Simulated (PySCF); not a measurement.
# BH6NOSi: NMR shifts and electronic excitations at several levels of theory

Aim: compute the NMR shifts and electronic excitations of BH6NOSi (`NBO[SiH3]`) at several levels, and see how far they spread and what each costs.

Computed with PySCF 2.14.0, with density-fitted response routines of our own, on a single molecule in the gas phase. Atoms count from 0, in the outputs and in this text.

### 1 The molecule as given

10 atoms, charge 0, multiplicity 1; geometry from: GFN2-xTB. The atoms were then displaced at random by about 0.01 Å, so the start is not that level's minimum.

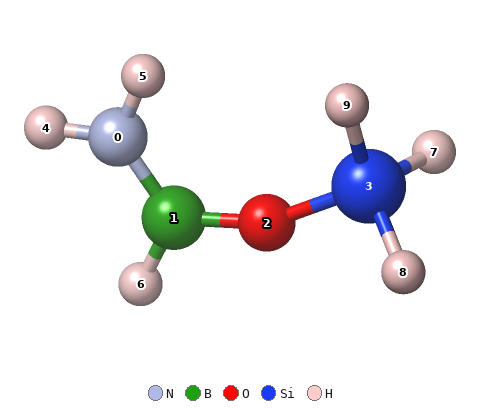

As it starts; nitrogen light blue, boron green, oxygen red, silicon blue, hydrogen pink, atoms numbered.

### 2 Geometry optimisation at PBE0-D3(BJ)/def2-SVP

What the job is given:

```
{"job": {"xc": "PBE0", "basis": "def2-SVP", "d3": "d3bj", "grid": 1, "shake": 0.01, "kind": "geom"}, "charge": 0, "multiplicity": 1}
N     -1.786110    -0.126610    -0.126600
B     -0.755620    -0.983220     0.110700
O      0.467930    -0.531590     0.346530
Si     1.650570     0.587380     0.572820
H     -2.752820    -0.398910    -0.320580
H     -1.690860     0.902480    -0.141440
H     -0.935920    -2.139930     0.105420
H      2.414630     0.643180    -0.665060
H      2.390620     0.116700     1.741500
H      1.048010     1.909600     0.870700
```

On the command line:

```console
$ OMP_NUM_THREADS=1 python probes_run.py task.json out
```

One launch serves the whole session: the jobs run in the order shown.

Log:

```text
step   0  E = -447.52499893  max force = 0.046802
step   1  E = -447.53110779  max force = 0.009020
step   2  E = -447.53165235  max force = 0.004496
step   3  E = -447.53202437  max force = 0.002596
step   4  E = -447.53202053  max force = 0.005678
step   5  E = -447.53234054  max force = 0.002237
step   6  E = -447.53249588  max force = 0.001591
step   7  E = -447.53264098  max force = 0.001639
step   8  E = -447.53272914  max force = 0.001143
step   9  E = -447.53275010  max force = 0.000724
step  10  E = -447.53276639  max force = 0.000367
step  11  E = -447.53277130  max force = 0.000208
optimisation converged
```

Wall time 28 s (1 thread of Arm Neoverse V1, shared host); peak memory 0.39 GiB.

Step by step:

| step | energy from step 0 (eV) | largest force component (eV/Å) |
| --- | --- | --- |
| 0 | 0.0000 | 2.4067 |
| 1 | -0.1662 | 0.4638 |
| 2 | -0.1810 | 0.2312 |
| 3 | -0.1912 | 0.1335 |
| 4 | -0.1911 | 0.2920 |
| 5 | -0.1998 | 0.1150 |
| 6 | -0.2040 | 0.0818 |
| 7 | -0.2080 | 0.0843 |
| 8 | -0.2103 | 0.0588 |
| 9 | -0.2109 | 0.0372 |
| 10 | -0.2114 | 0.0189 |
| 11 | -0.2115 | 0.0107 |

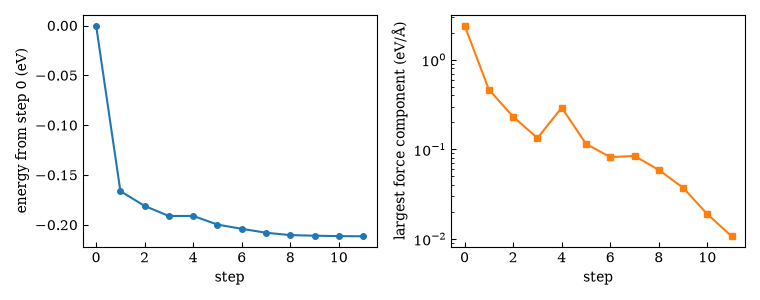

Energy and largest force along the relaxation.

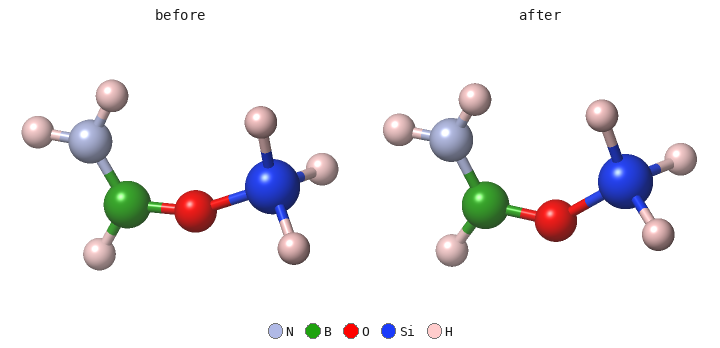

Before and after, at one scale.

Distances of close pairs at the start and the end, largest changes first:

| bond | before (Å) | after (Å) | change (Å) |
| --- | --- | --- | --- |
| B1–O2 | 1.325 | 1.371 | +0.046 |
| B1–H6 | 1.171 | 1.211 | +0.041 |
| N0–B1 | 1.361 | 1.402 | +0.041 |
| Si3–H7 | 1.456 | 1.491 | +0.036 |
| Si3–H8 | 1.461 | 1.489 | +0.028 |
| N0–H5 | 1.034 | 1.012 | -0.022 |
| Si3–H9 | 1.483 | 1.499 | +0.016 |
| O2–Si3 | 1.644 | 1.658 | +0.014 |

The final coordinates are the input of the step that follows.

| at the end point | value |
| --- | --- |
| point group (found at 0.08 Å tolerance) | C1 |
| rotational constants (GHz, main isotopes) | 16.255, 3.221, 2.777 |
| dipole moment (D) | 2.22 |

### 3 Nuclear shieldings: PBE0/6-31G*

What the job is given:

```
{"job": {"kind": "nmr", "xc": "PBE0", "basis": "6-31G*", "pop": true}, "charge": 0, "multiplicity": 1}
N     -1.716258    -0.082111    -0.031895
B     -0.719461    -1.060116     0.087044
O      0.595184    -0.756711     0.332124
Si     1.562271     0.575909     0.525898
H     -2.679811    -0.327954    -0.207819
H     -1.554600     0.912716     0.058388
H     -1.022632    -2.227234    -0.029285
H      2.394124     0.772146    -0.696283
H      2.445802     0.358463     1.705009
H      0.744654     1.811591     0.753249
```

With the program's defaults for keys left out, this is: GIAO PBE0/6-31G* NMR shielding, non-relativistic, gas phase.

Log:

```text
coarse grid: 8584 points
cycle   1  E = -447.6469732559  dE =  2.452e-01  |g| = 7.063e-01  |ddm| = 2.696e+00
cycle   2  E = -447.4936238070  dE =  1.533e-01  |g| = 1.128e+00  |ddm| = 1.428e+00
cycle   3  E = -447.7447154958  dE = -2.511e-01  |g| = 1.123e-01  |ddm| = 9.726e-01
cycle   4  E = -447.7468035207  dE = -2.088e-03  |g| = 4.881e-02  |ddm| = 1.027e-01
cycle   5  E = -447.7473090695  dE = -5.055e-04  |g| = 8.058e-03  |ddm| = 3.730e-02
cycle   6  E = -447.7473251080  dE = -1.604e-05  |g| = 1.332e-03  |ddm| = 7.427e-03
cycle   7  E = -447.7473256117  dE = -5.036e-07  |g| = 1.469e-04  |ddm| = 1.471e-03
final grid: 77568 points
cycle   8  E = -447.7067960081  dE = -8.662e-06  |g| = 6.947e-03  |ddm| = 1.193e-02
cycle   9  E = -447.7067831246  dE =  1.288e-05  |g| = 1.061e-02  |ddm| = 1.150e-02
cycle  10  E = -447.7068061250  dE = -2.300e-05  |g| = 8.074e-04  |ddm| = 7.210e-03
cycle  11  E = -447.7068062749  dE = -1.499e-07  |g| = 1.476e-04  |ddm| = 7.854e-04
cycle  12  E = -447.7068062787  dE = -3.756e-09  |g| = 6.048e-05  |ddm| = 1.335e-04
cycle  13  E = -447.7068062795  dE = -8.151e-10  |g| = 7.388e-06  |ddm| = 4.336e-05
converged SCF energy = -447.7068062795

GIAO shielding tensors (ppm)
atom      isotropic    diamagn.    paramagn.     s11        s22        s33       span
  0 N      193.418     321.924    -128.506    123.227    223.570    233.457    110.229
  1 B       90.253     197.953    -107.700     67.619     91.343    111.797     44.178
  2 O      261.967     387.769    -125.802    180.402    238.451    367.048    186.646
  3 Si     435.864     880.356    -444.491    393.140    416.239    498.213    105.073
  4 H       29.548      29.351       0.197     25.115     26.573     36.957     11.842
  5 H       29.596      31.969      -2.373     23.914     28.121     36.753     12.840
  6 H       27.444      29.622      -2.178     24.893     27.124     30.315      5.423
  7 H       26.763      29.146      -2.384     23.701     25.078     31.509      7.809
  8 H       26.787      28.556      -1.769     23.686     25.136     31.538      7.852
  9 H       26.509      30.394      -3.886     22.985     26.072     30.469      7.483
```

It took 4.7 s on 1 thread of Arm Neoverse V1, shared host; peak memory 0.41 GiB.

The references, computed at this level on geometries of the same kind, shield at (ppm): ¹H TMS 31.96, ²⁹Si TMS 418.1, ¹⁵N NH3 259.4, ¹⁷O H2O 324.2, ¹¹B BF3·OEt2 112.3. Their shielding less the atom's gives the shift. The references are single molecules in the gas phase, so shifts against H2O, NH3, PH3, H3PO4 or CFCl3 are not on the usual liquid scales and can be off by tens of ppm. Atoms listed in one row are averaged.

| atoms | environment | σ (ppm) | δ (ppm) |
| --- | --- | --- | --- |
| H7, H8, H9 | hydrogen on a silicon bonded to O | 26.69 | 5.28 |
| H6 | hydrogen on a boron bonded to N, O | 27.44 | 4.52 |
| H4, H5 | hydrogen on a nitrogen bonded to B | 29.57 | 2.39 |
| N0 | nitrogen bonded to B, 2 H | 193.4 | 66.0 |
| B1 | boron bonded to N, O, H | 90.3 | 22.0 |
| O2 | oxygen bonded to B, Si | 262.0 | 62.2 |
| Si3 | silicon bonded to O, 3 H | 435.9 | -17.8 |

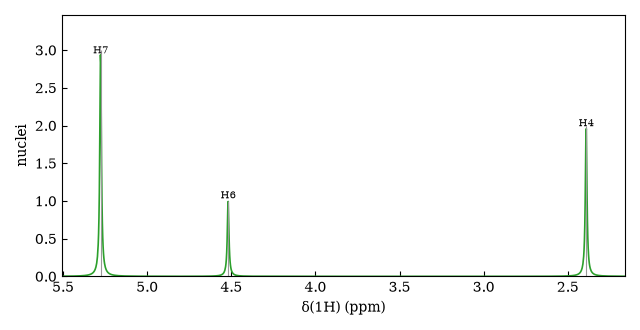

¹H lines at the computed shifts, without couplings. Lines are broadened to a width of 0.01 ppm (Lorentzian).

The run also stored atomic charges by several schemes (e):

| atoms | Mulliken | IAO | Hirshfeld | ESP fit |
| --- | --- | --- | --- | --- |
| N0 | -0.81 | -0.59 | -0.24 | -1.00 |
| B1 | 0.39 | 0.29 | 0.16 | 0.60 |
| O2 | -0.53 | -0.64 | -0.26 | -0.49 |
| Si3 | 0.56 | 0.84 | 0.38 | 0.55 |

ESP fit charges:

| atom | value (e) |
| --- | --- |
| N0 | -1.00 |
| B1 | 0.60 |
| O2 | -0.49 |
| Si3 | 0.55 |
| H4 | 0.40 |
| H5 | 0.41 |
| H6 | -0.16 |
| H7 | -0.10 |
| H8 | -0.09 |
| H9 | -0.13 |

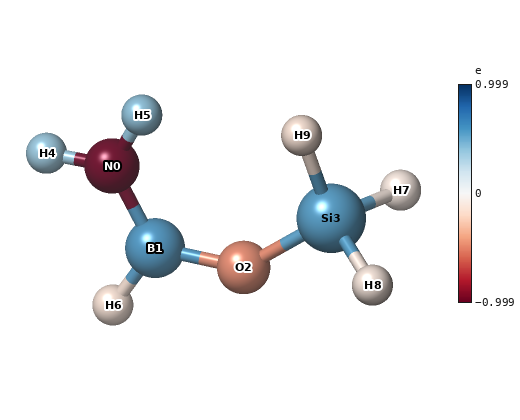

ESP fit charges, as colours on the atoms.

Mayer bond orders: N0–B1 1.25, B1–O2 1.10, O2–Si3 0.97.

### 4 Shielding tensors: PBE0/6-311+G(2d,p)

Same as in step 3 but for these lines:

```diff
@@ -1,2 +1,2 @@
-{"job": {"kind": "nmr", "xc": "PBE0", "basis": "6-31G*", "pop": true}, "charge": 0, "multiplicity": 1}
+{"job": {"kind": "nmr", "xc": "PBE0", "basis": "6-311+G(2d,p)", "pop": true}, "charge": 0, "multiplicity": 1}
 N     -1.716258    -0.082111    -0.031895
```

With the program's defaults for keys left out, this is: GIAO PBE0/6-311+G(2d,p) NMR shielding, non-relativistic, gas phase.

Log:

```text
coarse grid: 8584 points
cycle   1  E = -447.6949614693  dE =  2.325e-01  |g| = 7.496e-01  |ddm| = 2.450e+00
cycle   2  E = -447.5064545927  dE =  1.885e-01  |g| = 1.241e+00  |ddm| = 1.213e+00
cycle   3  E = -447.7963079448  dE = -2.899e-01  |g| = 1.191e-01  |ddm| = 8.444e-01
cycle   4  E = -447.7982579955  dE = -1.950e-03  |g| = 6.224e-02  |ddm| = 8.849e-02
cycle   5  E = -447.7990229551  dE = -7.650e-04  |g| = 9.287e-03  |ddm| = 3.596e-02
cycle   6  E = -447.7990396516  dE = -1.670e-05  |g| = 1.856e-03  |ddm| = 6.458e-03
cycle   7  E = -447.7990405484  dE = -8.969e-07  |g| = 3.320e-04  |ddm| = 1.901e-03
final grid: 77568 points
cycle   8  E = -447.7995519525  dE = -2.872e-05  |g| = 7.673e-03  |ddm| = 3.052e-02
cycle   9  E = -447.7995361930  dE =  1.576e-05  |g| = 1.184e-02  |ddm| = 9.406e-03
cycle  10  E = -447.7995624206  dE = -2.623e-05  |g| = 9.565e-04  |ddm| = 6.044e-03
cycle  11  E = -447.7995626016  dE = -1.810e-07  |g| = 3.002e-04  |ddm| = 8.513e-04
cycle  12  E = -447.7995626180  dE = -1.642e-08  |g| = 8.930e-05  |ddm| = 1.931e-04
cycle  13  E = -447.7995626196  dE = -1.648e-09  |g| = 1.150e-05  |ddm| = 5.470e-05
cycle  14  E = -447.7995626197  dE = -2.865e-11  |g| = 1.961e-06  |ddm| = 1.154e-05
converged SCF energy = -447.7995626197

GIAO shielding tensors (ppm)
atom      isotropic    diamagn.    paramagn.     s11        s22        s33       span
  0 N      182.937     318.367    -135.429    102.571    215.800    230.440    127.869
  1 B       77.497     191.166    -113.669     51.277     79.800    101.413     50.136
  2 O      246.964     402.178    -155.214    163.170    224.734    352.988    189.818
  3 Si     392.667     876.840    -484.174    343.442    371.625    462.933    119.491
  4 H       28.873      30.564      -1.690     24.659     26.122     35.839     11.181
  5 H       28.861      33.190      -4.329     23.554     27.308     35.721     12.167
  6 H       27.014      28.653      -1.639     24.258     27.069     29.713      5.455
  7 H       26.296      28.537      -2.240     23.401     24.583     30.904      7.503
  8 H       26.330      28.271      -1.941     23.392     24.673     30.924      7.532
  9 H       26.051      29.292      -3.241     22.684     25.471     29.997      7.312
```

It took 11 s on 1 thread of Arm Neoverse V1, shared host; peak memory 0.65 GiB.

This run: δ N0 78.9, B1 24.9, O2 79.6, Si3 -48.2, H7 5.28, H6 4.50 ppm (means over like atoms).

### 5 Shielding tensors: PBE0/def2-SVP

Same as in step 4 but for these lines:

```diff
@@ -1,2 +1,2 @@
-{"job": {"kind": "nmr", "xc": "PBE0", "basis": "6-311+G(2d,p)", "pop": true}, "charge": 0, "multiplicity": 1}
+{"job": {"kind": "nmr", "xc": "PBE0", "basis": "def2-SVP", "pop": true}, "charge": 0, "multiplicity": 1}
 N     -1.716258    -0.082111    -0.031895
```

Level: GIAO PBE0/def2-SVP NMR shielding, non-relativistic, gas phase.

Log:

```text
coarse grid: 8584 points
cycle   1  E = -447.3729743795  dE =  2.191e-01  |g| = 6.934e-01  |ddm| = 2.984e+00
cycle   2  E = -447.2207819493  dE =  1.522e-01  |g| = 1.118e+00  |ddm| = 1.513e+00
cycle   3  E = -447.4665702284  dE = -2.458e-01  |g| = 1.105e-01  |ddm| = 1.031e+00
cycle   4  E = -447.4685759006  dE = -2.006e-03  |g| = 4.917e-02  |ddm| = 1.054e-01
cycle   5  E = -447.4690908124  dE = -5.149e-04  |g| = 7.753e-03  |ddm| = 3.753e-02
cycle   6  E = -447.4691054827  dE = -1.467e-05  |g| = 1.387e-03  |ddm| = 8.264e-03
cycle   7  E = -447.4691060295  dE = -5.469e-07  |g| = 1.609e-04  |ddm| = 1.790e-03
final grid: 77568 points
cycle   8  E = -447.5272698578  dE = -1.092e-05  |g| = 7.442e-03  |ddm| = 1.477e-02
cycle   9  E = -447.5272531808  dE =  1.668e-05  |g| = 1.179e-02  |ddm| = 1.268e-02
cycle  10  E = -447.5272810337  dE = -2.785e-05  |g| = 7.404e-04  |ddm| = 8.170e-03
cycle  11  E = -447.5272811648  dE = -1.311e-07  |g| = 1.492e-04  |ddm| = 8.300e-04
cycle  12  E = -447.5272811687  dE = -3.881e-09  |g| = 5.949e-05  |ddm| = 1.410e-04
cycle  13  E = -447.5272811695  dE = -8.151e-10  |g| = 8.609e-06  |ddm| = 5.230e-05
converged SCF energy = -447.5272811695

GIAO shielding tensors (ppm)
atom      isotropic    diamagn.    paramagn.     s11        s22        s33       span
  0 N      195.608     309.819    -114.211    119.438    229.352    238.035    118.597
  1 B       86.721     203.574    -116.853     62.807     87.058    110.297     47.490
  2 O      263.841     386.226    -122.385    181.340    236.118    374.066    192.727
  3 Si     459.327     879.248    -419.920    419.326    438.204    520.451    101.126
  4 H       28.597      29.494      -0.897     24.083     25.671     36.038     11.954
  5 H       28.681      32.414      -3.733     23.040     27.127     35.876     12.836
  6 H       27.085      30.482      -3.397     24.483     26.672     30.100      5.617
  7 H       26.417      29.174      -2.757     23.407     24.725     31.120      7.713
  8 H       26.439      28.418      -1.978     23.385     24.758     31.175      7.791
  9 H       26.125      30.494      -4.370     22.702     25.682     29.990      7.288
```

It took 5.2 s on 1 thread of Arm Neoverse V1, shared host; peak memory 0.45 GiB.

Key values: δ N0 74.2, B1 23.9, O2 79.2, Si3 -52.2, H7 5.01, H6 4.26 ppm (means over like atoms).

### 6 NMR shieldings: PBE0/def2-TZVP

Same as in step 5 but for these lines:

```diff
@@ -1,2 +1,2 @@
-{"job": {"kind": "nmr", "xc": "PBE0", "basis": "def2-SVP", "pop": true}, "charge": 0, "multiplicity": 1}
+{"job": {"kind": "nmr", "xc": "PBE0", "basis": "def2-TZVP", "pop": true}, "charge": 0, "multiplicity": 1}
 N     -1.716258    -0.082111    -0.031895
```

Method: GIAO PBE0/def2-TZVP NMR shielding, non-relativistic, gas phase.

Log:

```text
coarse grid: 8584 points
cycle   1  E = -447.7168173002  dE =  2.294e-01  |g| = 7.523e-01  |ddm| = 2.213e+00
cycle   2  E = -447.5318416188  dE =  1.850e-01  |g| = 1.239e+00  |ddm| = 1.134e+00
cycle   3  E = -447.8189022129  dE = -2.871e-01  |g| = 1.190e-01  |ddm| = 7.787e-01
cycle   4  E = -447.8208929605  dE = -1.991e-03  |g| = 6.130e-02  |ddm| = 8.424e-02
cycle   5  E = -447.8216321810  dE = -7.392e-04  |g| = 8.547e-03  |ddm| = 3.315e-02
cycle   6  E = -447.8216471256  dE = -1.494e-05  |g| = 1.850e-03  |ddm| = 6.205e-03
cycle   7  E = -447.8216480168  dE = -8.912e-07  |g| = 3.090e-04  |ddm| = 1.776e-03
final grid: 77568 points
cycle   8  E = -447.8162241255  dE = -3.505e-05  |g| = 7.729e-03  |ddm| = 3.956e-02
cycle   9  E = -447.8162079707  dE =  1.615e-05  |g| = 1.202e-02  |ddm| = 9.023e-03
cycle  10  E = -447.8162350291  dE = -2.706e-05  |g| = 9.103e-04  |ddm| = 5.708e-03
cycle  11  E = -447.8162351926  dE = -1.635e-07  |g| = 2.776e-04  |ddm| = 7.289e-04
cycle  12  E = -447.8162352060  dE = -1.342e-08  |g| = 8.446e-05  |ddm| = 1.705e-04
cycle  13  E = -447.8162352075  dE = -1.482e-09  |g| = 1.264e-05  |ddm| = 5.390e-05
cycle  14  E = -447.8162352075  dE = -3.718e-11  |g| = 2.073e-06  |ddm| = 1.186e-05
converged SCF energy = -447.8162352075

GIAO shielding tensors (ppm)
atom      isotropic    diamagn.    paramagn.     s11        s22        s33       span
  0 N      185.723     318.657    -132.934    106.826    216.747    233.595    126.769
  1 B       77.662     198.587    -120.925     50.721     79.936    102.330     51.609
  2 O      244.721     376.890    -132.169    161.134    221.926    351.103    189.969
  3 Si     382.419     878.869    -496.451    333.102    360.722    453.432    120.330
  4 H       28.825      29.510      -0.685     24.610     26.041     35.823     11.213
  5 H       28.852      32.490      -3.638     23.627     27.246     35.684     12.057
  6 H       26.955      29.581      -2.626     24.244     27.023     29.597      5.353
  7 H       26.269      29.261      -2.992     23.482     24.483     30.841      7.359
  8 H       26.297      28.619      -2.322     23.446     24.581     30.864      7.418
  9 H       26.004      30.481      -4.477     22.726     25.343     29.944      7.218
```

It took 12 s on 1 thread of Arm Neoverse V1, shared host; peak memory 0.77 GiB.

Key values: δ N0 80.2, B1 25.0, O2 87.9, Si3 -50.9, H7 5.29, H6 4.53 ppm (means over like atoms).

### 7 Nuclear shieldings: PBE0/cc-pVDZ

Same as in step 6 but for these lines:

```diff
@@ -1,2 +1,2 @@
-{"job": {"kind": "nmr", "xc": "PBE0", "basis": "def2-TZVP", "pop": true}, "charge": 0, "multiplicity": 1}
+{"job": {"kind": "nmr", "xc": "PBE0", "basis": "cc-pVDZ", "pop": true}, "charge": 0, "multiplicity": 1}
 N     -1.716258    -0.082111    -0.031895
```

Level: GIAO PBE0/cc-pVDZ NMR shielding, non-relativistic, gas phase.

Log:

```text
coarse grid: 8584 points
cycle   1  E = -447.6267564423  dE =  2.797e-01  |g| = 7.034e-01  |ddm| = 5.664e+00
cycle   2  E = -447.4671708926  dE =  1.596e-01  |g| = 1.141e+00  |ddm| = 2.314e+00
cycle   3  E = -447.7224937754  dE = -2.553e-01  |g| = 1.159e-01  |ddm| = 1.384e+00
cycle   4  E = -447.7247346128  dE = -2.241e-03  |g| = 4.979e-02  |ddm| = 1.986e-01
cycle   5  E = -447.7252621352  dE = -5.275e-04  |g| = 7.805e-03  |ddm| = 7.111e-02
cycle   6  E = -447.7252772251  dE = -1.509e-05  |g| = 1.417e-03  |ddm| = 1.695e-02
cycle   7  E = -447.7252778094  dE = -5.843e-07  |g| = 1.655e-04  |ddm| = 3.741e-03
final grid: 77568 points
cycle   8  E = -447.7342775440  dE = -1.083e-05  |g| = 6.961e-03  |ddm| = 3.367e-02
cycle   9  E = -447.7342643506  dE =  1.319e-05  |g| = 1.071e-02  |ddm| = 2.187e-02
cycle  10  E = -447.7342875697  dE = -2.322e-05  |g| = 8.717e-04  |ddm| = 1.297e-02
cycle  11  E = -447.7342877494  dE = -1.797e-07  |g| = 1.690e-04  |ddm| = 1.610e-03
cycle  12  E = -447.7342877544  dE = -5.068e-09  |g| = 6.281e-05  |ddm| = 3.219e-04
cycle  13  E = -447.7342877553  dE = -8.824e-10  |g| = 9.067e-06  |ddm| = 1.060e-04
converged SCF energy = -447.7342877553

GIAO shielding tensors (ppm)
atom      isotropic    diamagn.    paramagn.     s11        s22        s33       span
  0 N      196.580     307.134    -110.554    119.599    229.847    240.293    120.694
  1 B       89.738     206.003    -116.265     65.424     90.542    113.247     47.823
  2 O      266.135     379.030    -112.895    179.552    242.750    376.103    196.551
  3 Si     459.564     881.237    -421.672    416.496    442.707    519.491    102.995
  4 H       28.609      29.267      -0.658     24.302     25.732     35.792     11.491
  5 H       28.625      32.086      -3.461     23.114     27.099     35.661     12.547
  6 H       26.927      30.684      -3.757     24.141     26.705     29.934      5.794
  7 H       26.381      29.323      -2.943     23.195     24.647     31.300      8.106
  8 H       26.387      28.697      -2.310     23.139     24.692     31.329      8.190
  9 H       26.121      30.542      -4.421     22.483     25.613     30.266      7.784
```

Run time: 5.6 s. Hardware: 1 thread of Arm Neoverse V1, shared host; peak memory 0.48 GiB.

In short: δ N0 76.5, B1 24.1, O2 77.2, Si3 -41.0, H7 4.99, H6 4.36 ppm (means over like atoms).

### 8 NMR shieldings: PBE0/cc-pVTZ

Same as in step 7 but for these lines:

```diff
@@ -1,2 +1,2 @@
-{"job": {"kind": "nmr", "xc": "PBE0", "basis": "cc-pVDZ", "pop": true}, "charge": 0, "multiplicity": 1}
+{"job": {"kind": "nmr", "xc": "PBE0", "basis": "cc-pVTZ", "pop": true}, "charge": 0, "multiplicity": 1}
 N     -1.716258    -0.082111    -0.031895
```

Method: GIAO PBE0/cc-pVTZ NMR shielding, non-relativistic, gas phase.

Log:

```text
coarse grid: 8584 points
cycle   1  E = -447.7069827322  dE =  2.352e-01  |g| = 7.531e-01  |ddm| = 5.946e+00
cycle   2  E = -447.5243729670  dE =  1.826e-01  |g| = 1.238e+00  |ddm| = 2.197e+00
cycle   3  E = -447.8088132617  dE = -2.844e-01  |g| = 1.215e-01  |ddm| = 1.368e+00
cycle   4  E = -447.8109615090  dE = -2.148e-03  |g| = 6.005e-02  |ddm| = 1.992e-01
cycle   5  E = -447.8116619311  dE = -7.004e-04  |g| = 8.458e-03  |ddm| = 7.862e-02
cycle   6  E = -447.8116768708  dE = -1.494e-05  |g| = 1.985e-03  |ddm| = 1.426e-02
cycle   7  E = -447.8116778896  dE = -1.019e-06  |g| = 2.993e-04  |ddm| = 4.053e-03
final grid: 77568 points
cycle   8  E = -447.8115793301  dE = -4.116e-05  |g| = 7.716e-03  |ddm| = 6.736e-02
cycle   9  E = -447.8115635203  dE =  1.581e-05  |g| = 1.197e-02  |ddm| = 2.213e-02
cycle  10  E = -447.8115901052  dE = -2.658e-05  |g| = 9.124e-04  |ddm| = 1.341e-02
cycle  11  E = -447.8115902696  dE = -1.644e-07  |g| = 2.653e-04  |ddm| = 1.497e-03
cycle  12  E = -447.8115902814  dE = -1.184e-08  |g| = 8.609e-05  |ddm| = 3.882e-04
cycle  13  E = -447.8115902830  dE = -1.584e-09  |g| = 1.225e-05  |ddm| = 1.353e-04
cycle  14  E = -447.8115902830  dE = -3.240e-11  |g| = 2.057e-06  |ddm| = 1.976e-05
converged SCF energy = -447.8115902830

GIAO shielding tensors (ppm)
atom      isotropic    diamagn.    paramagn.     s11        s22        s33       span
  0 N      185.398     307.208    -121.809    106.119    216.547    233.529    127.409
  1 B       78.431     199.991    -121.560     51.683     80.825    102.784     51.101
  2 O      251.472     377.669    -126.198    167.317    229.165    357.932    190.615
  3 Si     402.868     884.894    -482.026    353.323    380.400    474.882    121.559
  4 H       28.407      30.262      -1.855     24.074     25.392     35.756     11.682
  5 H       28.463      31.666      -3.203     23.070     26.689     35.629     12.560
  6 H       26.907      30.043      -3.135     24.138     27.004     29.580      5.442
  7 H       26.287      29.261      -2.974     23.382     24.509     30.968      7.586
  8 H       26.314      28.497      -2.184     23.349     24.608     30.984      7.635
  9 H       25.999      30.464      -4.465     22.620     25.346     30.031      7.410
```

It took 17 s on 1 thread of Arm Neoverse V1, shared host; peak memory 0.86 GiB.

Key values: δ N0 81.4, B1 24.3, O2 83.4, Si3 -42.9, H7 5.09, H6 4.38 ppm (means over like atoms).

(Part 1 of 2 ends here.)
